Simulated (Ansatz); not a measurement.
AlFH6N2

The calculation's input:

```
crystal:
  periodic: [false, false, false]
  atoms:
    - { symbol: Al, position_ang: [0.09563, 0.424723, 0.077649] }
    - { symbol: F, position_ang: [0.957571, -2.276721, 1.268417] }
    - { symbol: "N", position_ang: [0.714356, 0.394944, -1.581247] }
    - { symbol: "N", position_ang: [-1.625895, 0.596047, 0.45713] }
    - { symbol: H, position_ang: [1.273255, -1.478735, 1.577355] }
    - { symbol: H, position_ang: [1.107983, 0.40263, 1.244788] }
    - { symbol: H, position_ang: [1.694174, 0.276955, -1.810935] }
    - { symbol: H, position_ang: [0.16438, 0.410982, -2.431601] }
    - { symbol: H, position_ang: [-2.393725, 0.597095, -0.203554] }
    - { symbol: H, position_ang: [-1.987729, 0.652081, 1.401898] }
basis:
  gaussian: { orbitals: def2-SVP }
hamiltonian:
  xc: pbe0
  dispersion: d4
relax:
  f_tol: 0.03
  max_steps: 50
output:
  orbitals: {}
```

Run with:

```sh
ansatz run input.yaml --threads 2 --pin off --max-ram 3072MiB --backend cpu --events-out ev --progress --plain --runs-dir out
```

The fields are those of the relaxed geometry.

The calculation used RKS PBE0-D4/def2-SVP (Ansatz).

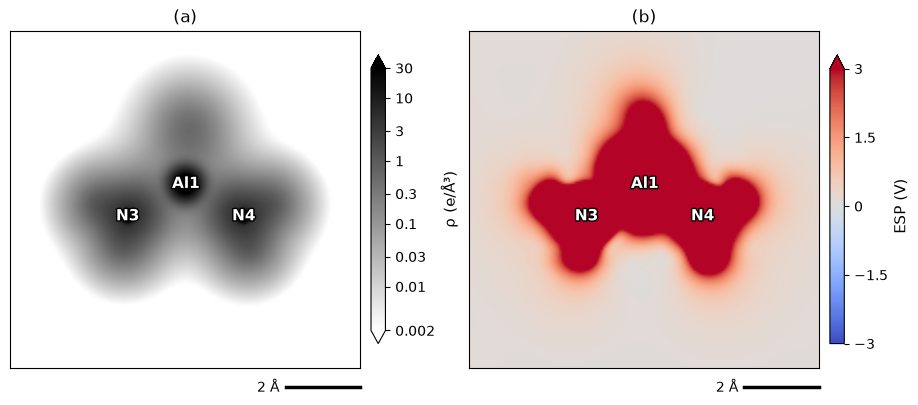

Figure 1. (a) electron density; (b) electrostatic potential on the plane of atoms N3, Al1 and N4.

Describe what can be read from this map.

Answer. The section cuts through Al and N sites. Al–N (1.77 Å): ρ at the midpoint is about 0.84 e/Å³. The potential has no marked negative region in this plane.

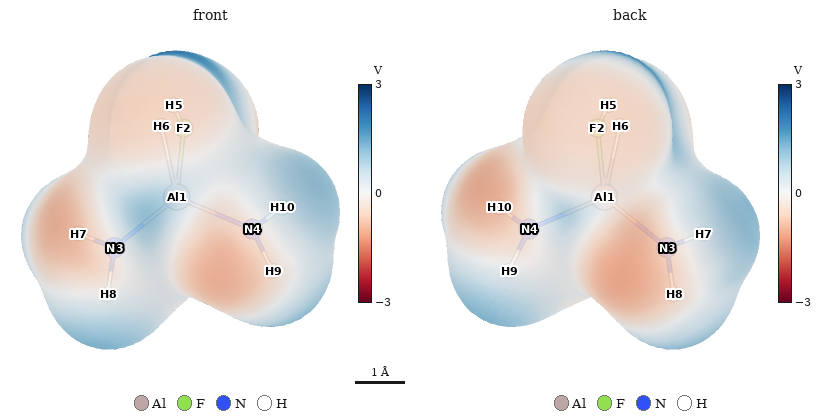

Figure 2. The electrostatic potential painted on the density surface at 0.002 e/bohr³, seen from the front and from behind; the colour scale runs from red (negative) to blue (positive).

Describe the electrostatic potential map.

Answer. The most negative region (about −1.2 V) lies over N3, the most positive (about +2.0 V) over H5. N3 is the likeliest acceptor of a hydrogen bond.

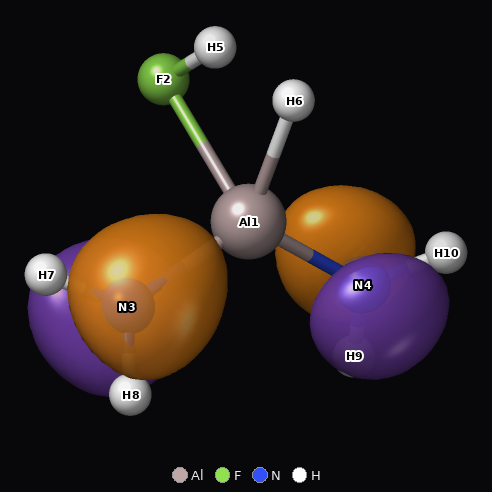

Figure 3. The HOMO at ±0.15 Å⁻³ᐟ² (orange and purple are the two phases), seen at an oblique angle.

Where does this orbital lie, and at what energy?

Answer. It lies mainly on N3 (about 50 %) and N4 (about 30 %); largely a combination of lone pairs on N3 and N4. Its energy is −6.58 eV.
